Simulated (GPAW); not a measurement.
# The basis that the transmission of a carbon nanotube (3, 3); an Al atom over a ring needs, part 3 of 3

How well does a carbon nanotube (3, 3); an Al atom over a ring conduct at low bias, and how far do basis and functional move the answer?

GPAW 26.7.0; GPAW LCAO, PAW setups; Landauer transmission from Green's functions with principal layers (ASE), zero bias.

So far, conductance (G₀): step 2 (single-zeta polarised basis, PBE, GPAW) 1.94; step 3 (basis sz(dzp), PBE, GPAW) 1.95; step 4 (RPBE) 1.94.

### Step 6. Comparison

The curves are compared point by point over the common energies.

This step: comparison of transmission and cost over codes and levels (GPAW 26.7.0).

Ladder, by row:

| step | code | T at the Fermi level (sum over the listed spins) | conductance (G0) | r.m.s. T(E) from the first | wall time (s) | peak memory (GiB) | threads |
| --- | --- | --- | --- | --- | --- | --- | --- |
| szp | GPAW | 3.894 | 1.942 | 0 | 2572 | 2.92 | 1 |
| sz | GPAW | 3.895 | 1.945 | 2.048 | 433.3 | 2.17 | 1 |
| szp-RPBE | GPAW | 3.893 | 1.941 | 0.1408 | 2576 | 2.92 | 1 |

Transmission, zone mean, sum over the listed spins against energy, zero at the Fermi level:

| energy (eV) | szp | sz | szp-RPBE |
| --- | --- | --- | --- |
| -2.000 | 2.00 | 2.00 | 2.00 |
| -1.800 | 2.00 | 2.00 | 2.00 |
| -1.600 | 1.99 | 2.00 | 1.99 |
| -1.400 | 2.00 | 2.00 | 2.00 |
| -1.200 | 2.99 | 3.58 | 3.06 |
| -1.150 | 3.16 | 3.60 | 3.21 |
| -1.000 | 3.43 | 2.00 | 3.36 |
| -0.800 | 3.80 | 3.79 | 3.80 |
| -0.600 | 3.88 | 3.89 | 3.88 |
| -0.400 | 3.91 | 3.92 | 3.91 |
| -0.300 | 3.92 | 3.92 | 3.92 |
| -0.250 | 3.92 | 3.92 | 3.92 |
| -0.200 | 3.92 | 3.92 | 3.92 |
| 0.000 | 3.89 | 3.90 | 3.89 |
| 0.200 | 3.59 | 3.79 | 3.56 |
| 0.400 | 2.00 | 3.35 | 2.07 |
| 0.600 | 3.41 | 1.95 | 3.43 |
| 0.650 | 3.47 | 1.97 | 3.46 |
| 0.800 | 5.79 | 2.94 | 6.45 |
| 1.000 | 9.83 | 2.88 | 9.88 |
| 1.200 | 8.63 | 5.30 | 8.64 |
| 1.400 | 8.88 | 8.14 | 8.89 |
| 1.600 | 9.02 | 8.70 | 9.03 |
| 1.800 | 9.00 | 8.96 | 9.01 |
| 2.000 | 8.63 | 8.99 | 8.65 |

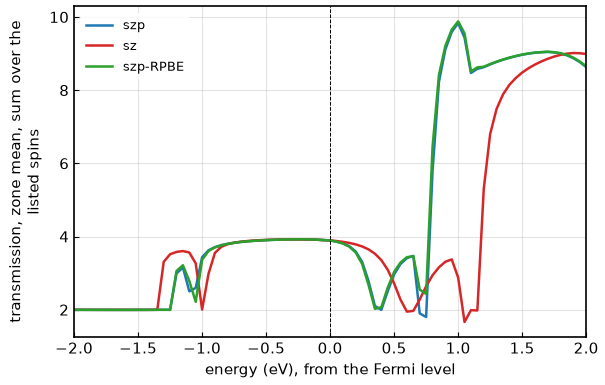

Transmission, zone mean, sum over the listed spins, plotted against energy.

### Step 7. Broadening 0.01, temperature 150

The broadening keeps the Green's functions finite; too large a value absorbs electrons where channels are open and leaks them where none are. Temperature enters only through the Fermi window.

This step: GPAW LCAO, PAW setups; Landauer transmission from Green's functions with principal layers (ASE), zero bias (GPAW 26.7.0).

run.py reads:

```python
import json
import numpy as np
from ase import Atoms
from ase.transport.calculators import TransportCalculator
from gpaw import GPAW, FermiDirac
from gpaw.lcao.tools import get_lcao_hamiltonian
from scipy.linalg import eigh

# The junction with lead layers at both ends, along the third cell vector
device = Atoms(
    ['C', 'C', 'C', 'C', 'C', 'C', 'C', 'C', 'C', 'C', 'C', 'C', 'C', 'C', 'C', 'C', 'C', 'C', 'C', 'C', 'C', 'C', 'C', 'C', 'C', 'C', 'C', 'C', 'C', 'C', 'C', 'C', 'C', 'C', 'C', 'C', 'C', 'C', 'C', 'C', 'C', 'C', 'C', 'C', 'C', 'C', 'C', 'C', 'C', 'C', 'C', 'C', 'C', 'C', 'C', 'C', 'C', 'C', 'C', 'C', 'C', 'C', 'C', 'C', 'C', 'C', 'C', 'C', 'Al', 'C', 'C', 'C', 'C', 'C', 'C', 'C', 'C', 'C', 'C', 'C', 'C', 'C', 'C', 'C', 'C', 'C', 'C', 'C', 'C', 'C', 'C', 'C', 'C', 'C', 'C', 'C', 'C', 'C', 'C', 'C', 'C', 'C', 'C', 'C', 'C', 'C', 'C', 'C', 'C', 'C', 'C', 'C', 'C', 'C', 'C', 'C', 'C', 'C', 'C', 'C', 'C', 'C', 'C', 'C', 'C', 'C', 'C', 'C', 'C', 'C', 'C', 'C', 'C', 'C', 'C', 'C', 'C', 'C', 'C', 'C', 'C', 'C', 'C', 'C', 'C'],
    positions=[
        [4.12267, 6.72967, 0.61488],
        [5.01700, 7.79550, 0.61488],
        [5.01700, 4.27250, 0.61488],
        [6.38720, 4.03090, 0.61488],
        [7.59213, 7.34143, 0.61488],
        [8.06800, 6.03400, 0.61488],
        [4.00000, 6.03400, 1.84463],
        [4.47587, 4.72657, 1.84463],
        [5.68080, 8.03710, 1.84463],
        [7.05100, 7.79550, 1.84463],
        [7.05100, 4.27250, 1.84463],
        [7.94534, 5.33833, 1.84463],
        [4.12267, 6.72967, 3.07439],
        [5.01700, 7.79550, 3.07439],
        [5.01700, 4.27250, 3.07439],
        [6.38720, 4.03090, 3.07439],
        [7.59213, 7.34143, 3.07439],
        [8.06800, 6.03400, 3.07439],
        [4.00000, 6.03400, 4.30415],
        [4.47587, 4.72657, 4.30415],
        [5.68080, 8.03710, 4.30415],
        [7.05100, 7.79550, 4.30415],
        [7.05100, 4.27250, 4.30415],
        [7.94534, 5.33833, 4.30415],
        [4.12267, 6.72967, 5.53390],
        [5.01700, 7.79550, 5.53390],
        [5.01700, 4.27250, 5.53390],
        [6.38720, 4.03090, 5.53390],
        [7.59213, 7.34143, 5.53390],
        [8.06800, 6.03400, 5.53390],
[... 109 atom lines left out ...]
        [4.00000, 6.03400, 28.89927],
        [4.47587, 4.72657, 28.89927],
        [5.68080, 8.03710, 28.89927],
        [7.05100, 7.79550, 28.89927],
        [7.05100, 4.27250, 28.89927],
        [7.94534, 5.33833, 28.89927]],
    cell=[[12.068, 0.0, 0.0], [0.0, 12.068, 0.0], [0.0, 0.0, 29.51415]],
    pbc=True,
    magmoms=[0.0, 0.0, 0.0, 0.0, 0.0, 0.0, 0.0, 0.0, 0.0, 0.0, 0.0, 0.0, 0.0, 0.0, 0.0, 0.0, 0.0, 0.0, 0.0, 0.0, 0.0, 0.0, 0.0, 0.0, 0.0, 0.0, 0.0, 0.0, 0.0, 0.0, 0.0, 0.0, 0.0, 0.0, 0.0, 0.0, 0.0, 0.0, 0.0, 0.0, 0.0, 0.0, 0.0, 0.0, 0.0, 0.0, 0.0, 0.0, 0.0, 0.0, 0.0, 0.0, 0.0, 0.0, 0.0, 0.0, 0.0, 0.0, 0.0, 0.0, 0.0, 0.5, 0.0, 0.0, 0.5, 0.0, 0.5, 0.0, 0.0, 0.5, 0.0, 0.0, 0.0, 0.0, 0.0, 0.5, 0.0, 0.0, 0.0, 0.0, 0.0, 0.0, 0.0, 0.0, 0.0, 0.0, 0.0, 0.0, 0.0, 0.0, 0.0, 0.0, 0.0, 0.0, 0.0, 0.0, 0.0, 0.0, 0.0, 0.0, 0.0, 0.0, 0.0, 0.0, 0.0, 0.0, 0.0, 0.0, 0.0, 0.0, 0.0, 0.0, 0.0, 0.0, 0.0, 0.0, 0.0, 0.0, 0.0, 0.0, 0.0, 0.0, 0.0, 0.0, 0.0, 0.0, 0.0, 0.0, 0.0, 0.0, 0.0, 0.0, 0.0, 0.0, 0.0, 0.0, 0.0, 0.0, 0.0, 0.0, 0.0, 0.0, 0.0, 0.0, 0.0])

# One principal layer of the lead: the first 36 atoms of the device
lead = Atoms(
    ['C', 'C', 'C', 'C', 'C', 'C', 'C', 'C', 'C', 'C', 'C', 'C', 'C', 'C', 'C', 'C', 'C', 'C', 'C', 'C', 'C', 'C', 'C', 'C', 'C', 'C', 'C', 'C', 'C', 'C', 'C', 'C', 'C', 'C', 'C', 'C'],
    positions=[
        [4.12267, 6.72967, 0.61488],
        [5.01700, 7.79550, 0.61488],
        [5.01700, 4.27250, 0.61488],
        [6.38720, 4.03090, 0.61488],
        [7.59213, 7.34143, 0.61488],
        [8.06800, 6.03400, 0.61488],
        [4.00000, 6.03400, 1.84463],
        [4.47587, 4.72657, 1.84463],
        [5.68080, 8.03710, 1.84463],
        [7.05100, 7.79550, 1.84463],
        [7.05100, 4.27250, 1.84463],
        [7.94534, 5.33833, 1.84463],
        [4.12267, 6.72967, 3.07439],
        [5.01700, 7.79550, 3.07439],
        [5.01700, 4.27250, 3.07439],
        [6.38720, 4.03090, 3.07439],
        [7.59213, 7.34143, 3.07439],
        [8.06800, 6.03400, 3.07439],
        [4.00000, 6.03400, 4.30415],
        [4.47587, 4.72657, 4.30415],
        [5.68080, 8.03710, 4.30415],
        [7.05100, 7.79550, 4.30415],
        [7.05100, 4.27250, 4.30415],
        [7.94534, 5.33833, 4.30415],
        [4.12267, 6.72967, 5.53390],
        [5.01700, 7.79550, 5.53390],
        [5.01700, 4.27250, 5.53390],
        [6.38720, 4.03090, 5.53390],
        [7.59213, 7.34143, 5.53390],
        [8.06800, 6.03400, 5.53390],
        [4.00000, 6.03400, 6.76366],
        [4.47587, 4.72657, 6.76366],
        [5.68080, 8.03710, 6.76366],
        [7.05100, 7.79550, 6.76366],
        [7.05100, 4.27250, 6.76366],
        [7.94534, 5.33833, 6.76366]],
    cell=[[12.068, 0.0, 0.0], [0.0, 12.068, 0.0], [0.0, 0.0, 7.37854]],
    pbc=True,
    magmoms=[0.0, 0.0, 0.0, 0.0, 0.0, 0.0, 0.0, 0.0, 0.0, 0.0, 0.0, 0.0, 0.0, 0.0, 0.0, 0.0, 0.0, 0.0, 0.0, 0.0, 0.0, 0.0, 0.0, 0.0, 0.0, 0.0, 0.0, 0.0, 0.0, 0.0, 0.0, 0.0, 0.0, 0.0, 0.0, 0.0])

settings = dict(mode='lcao', basis='szp(dzp)', xc='PBE', h=0.2,
                occupations=FermiDirac(0.1), maxiter=250,
                mixer=dict(beta=0.05, nmaxold=8, weight=100.0),
                convergence=dict(density=0.0001))
energies = np.arange(-2, 2 + 1e-9, 0.05)
eta = 0.01
n1, n2 = 1, 1
# k and -k transmit alike, so half of the mesh across the current serves
mesh = [(i, j) for i in range(n1) for j in range(n2) if (i, j) <= (-i % n1, -j % n2)]
weights = np.array([1 if (i, j) == (-i % n1, -j % n2) else 2 for i, j in mesh]) / (n1 * n2)


def ground_state(atoms, size, txt):
    atoms.calc = GPAW(kpts={'size': size, 'gamma': True}, symmetry={'tolerance': 1e-3}, txt=txt, **settings)
    atoms.get_potential_energy()
    return atoms.calc.get_fermi_level()


def blocks(atoms, fermi, points, nz, cells):
    """H - E_F S and S between cell 0 and the cells above it, at each point across the current."""
    kz = np.arange(nz) / nz
    calc = atoms.calc.fixed_density(kpts=[(*k, z) for k in points for z in kz], symmetry='off', txt=None)
    H, S = get_lcao_hamiltonian(calc)
    H = (H - fermi * S).reshape(len(H), len(points), nz, *S.shape[1:])
    S = S.reshape(H.shape[1:])
    phases = [np.exp(-2j * np.pi * kz * R) / nz for R in cells]
    return [(np.einsum('skzij,z->ksij', H, p), np.einsum('kzij,z->kij', S, p)) for p in phases]


def pair(a, b):
    return np.block([[a, b], [b.T.conj(), a]])


def count_channels(h, s, cells, nk=240):
    """Half the number of times that the lead's bands cross each energy, unfolded to its shortest repeat."""
    b = len(h) // cells
    bands = []
    for k in (np.arange(nk + 1) + 0.5) / nk:
        hk, sk = h[:b, :b].copy(), s[:b, :b].copy()
        for R in range(1, cells):
            phase, block = np.exp(2j * np.pi * k * R), slice(R * b, (R + 1) * b)
            hk += h[:b, block] * phase + (h[:b, block] * phase).T.conj()
            sk += s[:b, block] * phase + (s[:b, block] * phase).T.conj()
        w, u = eigh(sk)
        x = u[:, w > 1e-5] / w[w > 1e-5]**0.5  # drop near-dependent combinations
        bands.append(np.r_[eigh(x.T.conj() @ hk @ x, eigvals_only=True), [1e9] * (w <= 1e-5).sum()])
    below = np.array(bands)[:, :, None] < energies
    return (below[1:] != below[:-1]).sum((0, 1)) / 2


fermi_lead = ground_state(lead, (1, 1, 15), 'lead.txt')
fermi_device = ground_state(device, (1, 1, 3), 'device.txt')
T, channels, eigen, tail, misfit, shifts = [], [], [], 0.0, 0.0, []
for first in range(0, len(mesh), 2):
    points = [(i / n1, j / n2) for i, j in mesh[first:first + 2]]
    (H0k, S0k), (H1k, S1k), (H2k, _) = blocks(lead, fermi_lead, points, 5, range(3))
    [(Hk, Sk)] = blocks(device, fermi_device, points, 2, [0])
    tail = max(tail, abs(H2k).max())
    for H0, S0, H1, S1, H, S in zip(H0k, S0k, H1k, S1k, Hk, Sk):
        n = len(S0)
        # Shift the lead onto the potential of the device's first layer
        shift = ((H[:, 0, 0] - H0[:, 0, 0]) / S0[0, 0]).real.mean()
        shifts.append(shift)
        misfit = max(misfit, abs(H[:, :n, :n] - H0 - shift * S0).max())
        Tk, Ck, Ek = [], [], []
        for s in range(len(H)):
            t = s % len(H0)  # a lead without moments serves both spins
            h1, s1 = pair(H0[t] + shift * S0, H1[t] + shift * S1), pair(S0, S1)
            leads = dict(h1=h1, s1=s1, energies=energies, eta=eta, eta1=eta, eta2=eta)
            calc = TransportCalculator(h=H[s], s=S, eigenchannels=3, **leads)
            Tk.append(calc.get_transmission())
            Ek.append(np.sort(calc.eigenchannels_ne, axis=0)[::-1])
            Ck.append(count_channels(h1, s1, 6))
        T.append(Tk)
        channels.append(Ck)
        eigen.append(Ek)
T, channels = np.array(T), np.array(channels)
mean, open_channels = np.einsum('kse,k->se', T, weights), np.einsum('kse,k->se', channels, weights)

print(f'basis functions: device {len(S)}, principal layer {n}')
print(f'Fermi level: lead {fermi_lead:.4f} eV, device {fermi_device:.4f} eV; lead shifted by {np.mean(shifts):.4f} eV')
print(f'largest coupling past the next layer {tail:.2e} eV, largest misfit of the first layer {misfit:.3f} eV')
print('  E-E_F (eV)   ' + 'T up        T down      channels up  channels down')
for e, t, c in zip(energies, mean.T, open_channels.T):
    print(f'{e:10.3f}  ', *[f'{x:11.4e}' for x in t], *[f'{x:9.4f}' for x in c])

kT = 8.617333e-5 * 150
fine = np.linspace(energies[0], energies[-1], 4001)
both = np.exp(np.interp(fine, energies, np.log(np.maximum(mean.sum(0) * 2 / len(mean), 1e-30))))
fermi = lambda mu: 1 / (1 + np.exp(np.clip((fine - mu) / kT, -200, 200)))
slope = fermi(0) * (1 - fermi(0)) / kT
G = np.trapezoid(both * slope, fine) / 2
seebeck = -np.trapezoid(both * slope * fine, fine) / (2 * G * 150) * 1e6
print(f'conductance at 150 K: {G:.5g} G0 a cell; thermopower {seebeck:.4g} uV/K')
bias = [0.1, 0.2, 0.5, 1.0, 1.5, 2.0]
current = [38.74 * np.trapezoid(both * (fermi(V / 2) - fermi(-V / 2)), fine) for V in bias]
for V, I in zip(bias, current):
    print(f'current from the zero-bias T(E) at {V} V: {I:.5g} uA')
zero = abs(energies).argmin()
json.dump(dict(energies=energies.tolist(), T=mean.tolist(), channels=open_channels.tolist(), G=G, seebeck=seebeck,
               bias=bias, current=current, tail=tail, misfit=misfit, shift=np.mean(shifts), n_device=len(S), n_lead=n,
               fermi=[fermi_lead, fermi_device], energy=device.get_potential_energy(),
               moments=device.get_magnetic_moments().tolist(), mesh=mesh, weights=weights.tolist(),
               T_k=T[:, :, zero].tolist(), eigen=np.array(eigen[0]).tolist()), open('result.json', 'w'))
```

Run with:

```bash
$ OMP_NUM_THREADS=1 OPENBLAS_NUM_THREADS=1 python run.py
```

What it wrote:

```text
basis functions: device 1305, principal layer 324
Fermi level: lead -2.5809 eV, device -2.4134 eV; lead shifted by -0.0058 eV
largest coupling past the next layer 4.02e-15 eV, largest misfit of the first layer 0.029 eV
  E-E_F (eV)   T up        T down      [channel counts left out]
    -2.000    9.0818e-01  9.0818e-01
    -1.950    9.0813e-01  9.0813e-01
    -1.900    9.0795e-01  9.0795e-01
    -1.850    9.0769e-01  9.0769e-01
    -1.800    9.0737e-01  9.0737e-01
    -1.750    9.0700e-01  9.0700e-01
    -1.700    9.0659e-01  9.0659e-01
    -1.650    9.0613e-01  9.0613e-01
    -1.600    9.0561e-01  9.0561e-01
    -1.550    9.0488e-01  9.0488e-01
    -1.500    9.0107e-01  9.0118e-01
    -1.450    9.0190e-01  9.0183e-01
    -1.400    9.0249e-01  9.0248e-01
    -1.350    9.0118e-01  9.0117e-01
    -1.300    8.9850e-01  8.9848e-01
    -1.250    8.9295e-01  8.9293e-01
[...]
1.650    3.9202e+00  3.9219e+00
     1.700    3.9247e+00  3.9263e+00
     1.750    3.9200e+00  3.9215e+00
     1.800    3.9074e+00  3.9088e+00
     1.850    3.8848e+00  3.8861e+00
     1.900    3.8508e+00  3.8519e+00
     1.950    3.8043e+00  3.8053e+00
     2.000    3.7460e+00  3.7469e+00
conductance at 150 K: 1.6662 G0 a cell; thermopower 0.5376 uV/K
current from the zero-bias T(E) at 0.1 V: 12.901 uA
current from the zero-bias T(E) at 0.2 V: 25.751 uA
current from the zero-bias T(E) at 0.5 V: 63.093 uA
current from the zero-bias T(E) at 1.0 V: 115.97 uA
current from the zero-bias T(E) at 1.5 V: 171.54 uA
current from the zero-bias T(E) at 2.0 V: 258.66 uA
```

Wall time 40 min (1 thread of Arm Neoverse V1, shared host); peak memory 2.9 GiB.

The run finished with changed settings (eta = 0.01 and temperature = 150); it serves as a test.

Side by side:

| quantity | this run | sound run | difference |
| --- | --- | --- | --- |
| conductance (G₀) | 1.6662 | 1.9419 | -0.276 |
| transmission at the Fermi level, spin up | 1.6672 | 1.9468 | -0.280 |
| transmission at the Fermi level, spin down | 1.6676 | 1.9471 | -0.280 |

The two runs differ clearly in the transmission at the Fermi level, spin up: 1.67 against 1.95.

### Step 8. Outcome

- conductance: 1.94 G₀
- transmission at the Fermi level, mean of the spins: 1.95
- thermopower: about 0 (under 1.5 μV/K)

**Reading.** In the szp basis the junction conducts 1.94 G₀ at 300 K, with T = 1.95 as the mean of the two spins at the Fermi level; the sz basis reaches that conductance within 10 %. Measured against the first run (szp), the nearest curve is that of szp-RPBE (r.m.s. 0.14) and the farthest that of sz (2.0). Over the compared runs wall time goes from 433 s (sz) to 2576 s (szp-RPBE), on a shared host. The geometry was built from estimated bond lengths and not relaxed, so the numbers describe this model structure. The currents use the zero-bias T(E) throughout, which holds only while the bias is small against the distance to the nearest feature. One magnetic start was tried; another order may lie lower. The energy step is wider than the thermal energy, so the conductance and thermopower rest on interpolation of T(E).

[Logs are printed without paths, hosts, clocks, repeated set-up lines and the standing remarks that a program may print on its own settings, such as how far it seeks lower states.]

[Hosts, paths, dates, database ids (printed as entryN), source tags and the programs' standing remarks are cut or masked in the printed files.]
